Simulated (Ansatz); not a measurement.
**ClGeH₃S₃: one species, many methods**

How much do the methods differ for ClGeH₃S₃? The plan is to run it at one geometry with functionals of several rungs and with coupled cluster, and see how far each lands from CCSD(T) at the basis-set limit for the atomisation energy.

Computed with Ansatz 0.2.0, Gaussian basis. Level: functionals in def2-TZVPP, the program's frozen cores in correlated methods.

Plan: LDA (SPW92), PBE-D4, revPBE-D4, BLYP-D4, r2SCAN-D4, B97M-V, PBE0-D4, B3LYP-D4, r2SCANh-D4, r2SCAN0-D4, HSE06-D4, BHLYP-D4, CAM-B3LYP-D4, LC-ωPBE, ωB97X-V, ωB97M-V, B2PLYP, PBE-QIDH; CCSD(T)/def2-SVP; CCSD(T)/def2-TZVPP; MP2/def2-QZVPP; extrapolation to the limit; RPA on PBE.

### Step 1. The geometry

An earlier PBE0-D4 in a triple-zeta def2 set relaxation fixed the geometry.

SMILES `[SH][Ge]([SH])([SH])[Cl]`, 8 atoms, charge 0, spin multiplicity 1.

Atoms are counted from 1 here; the program's logs count them from 0.

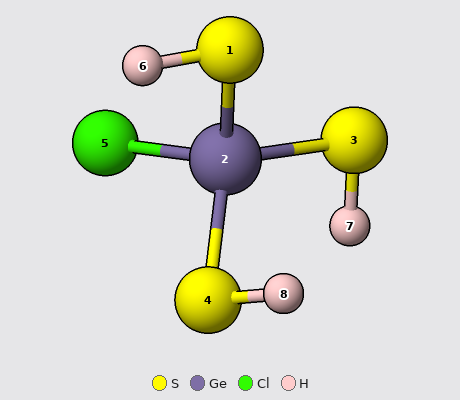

The geometry (sulfur yellow, germanium purple, chlorine green, hydrogen pink); atoms are numbered from 1 in the order of the file.

Geometry (Å):

```csv
atom,x (Å),y (Å),z (Å)
S1,-1.2220,1.3711,1.2017
Ge2,0.1452,0.2779,-0.1373
S3,1.9367,-0.0771,1.0963
S4,-0.6830,-1.5721,-1.0145
Cl5,0.5781,1.4553,-1.8852
H6,-2.0824,1.6431,0.2051
H7,2.3707,-1.0566,0.2847
H8,-0.9511,-2.0988,0.1934
```

### Step 2. LDA

This LDA is Slater exchange with PW92 correlation.

The input, in.yaml:

```yaml
crystal:
  periodic: [false, false, false]
  atoms:
    - {symbol: S, position_ang: [-1.221968, 1.371096, 1.201705]}
    - {symbol: Ge, position_ang: [0.145156, 0.277932, -0.137252]}
    - {symbol: S, position_ang: [1.936732, -0.077057, 1.096260]}
    - {symbol: S, position_ang: [-0.683015, -1.572100, -1.014518]}
    - {symbol: Cl, position_ang: [0.578091, 1.455266, -1.885173]}
    - {symbol: H, position_ang: [-2.082379, 1.643068, 0.205129]}
    - {symbol: H, position_ang: [2.370679, -1.056615, 0.284656]}
    - {symbol: H, position_ang: [-0.951098, -2.098789, 0.193393]}
basis:
  gaussian: {orbitals: def2-TZVPP}
hamiltonian: {xc: lda}
output: {orbitals: {seedname: orbitals}}
```

Command:

```console
$ ansatz run in.yaml --threads 4 --pin off --events-out ev --progress --plain --max-ram 10444MiB
```

After this run come: PBE-D4 (GGA); revPBE-D4 (GGA); BLYP-D4 (GGA); r2SCAN-D4 (meta-GGA); B97M-V (meta-GGA); B3LYP-D4 (hybrid); r2SCANh-D4 (hybrid); r2SCAN0-D4 (hybrid); HSE06-D4 (hybrid); BHLYP-D4 (hybrid); CAM-B3LYP-D4 (range-separated); LC-ωPBE (range-separated); ωB97X-V (range-separated); ωB97M-V (range-separated); B2PLYP (double hybrid); PBE-QIDH (double hybrid); CCSD(T) in def2-SVP; CCSD(T) in def2-TZVPP; MP2 in def2-QZVPP; RPA on PBE orbitals.

**Question.** What will the summary of the whole plan be? Wanted: atomisation energy, CCSD(T)/CBS; farthest beyond LDA; mean size of error, GGA; mean size of error, meta-GGA; mean size of error, hybrid; mean size of error, range-separated; mean size of error, double hybrid; gap, smallest and largest; T1 diagnostic.

**Answer**, as computed:

| quantity | value |
| --- | --- |
| atomisation energy, CCSD(T)/CBS | 2312.8 kJ/mol |
| functionals within 23.1 kJ/mol (1.0 %) | revPBE-D4, r2SCAN-D4, PBE0-D4, r2SCANh-D4, HSE06-D4, ωB97X-V, ωB97M-V, PBE-QIDH |
| farthest beyond LDA | BHLYP-D4 (-101.7 kJ/mol) |
| mean size of error, GGA | 36.2 kJ/mol |
| mean size of error, meta-GGA | 35.6 kJ/mol |
| mean size of error, hybrid | 28.6 kJ/mol |
| mean size of error, range-separated | 38.9 kJ/mol |
| mean size of error, double hybrid | 43.8 kJ/mol |
| gap, smallest and largest | 3.81 eV (LDA (SPW92)), 11.06 eV (LC-ωPBE) |
| T1 diagnostic | 0.0108 |
| triples share of the correlation energy | 4.5 % |

What this shows: The LDA atomisation energy is off by 381.5 kJ/mol (16 %): it overbinds. PBE-D4 is off by +38.2 kJ/mol. Double hybrids carry the basis error of their MP2 part in triple zeta, and no dispersion term here, so their miss is partly the set-up's. Taken by rung, hybrid functionals do best (28.6 kJ/mol on average) and double hybrid ones worst beyond LDA (43.8 kJ/mol). The gap between the best rungs is small, so their order is not settled. The reference freezes the cores and leaves out relativity and excitations past (T), and its outer-core shells are covered unevenly, so misses under about 23.1 kJ/mol can't be ranked. Hartree-Fock recovers 67 % of the binding; the rest is correlation. CCSD(T) in def2-SVP is off by -243.0 kJ/mol, which most functionals beat. Orbital gaps span 3.8 to 11.1 eV; exact exchange widens them. Correlated methods include outer-core shells of Ge, which these sets cover unevenly.
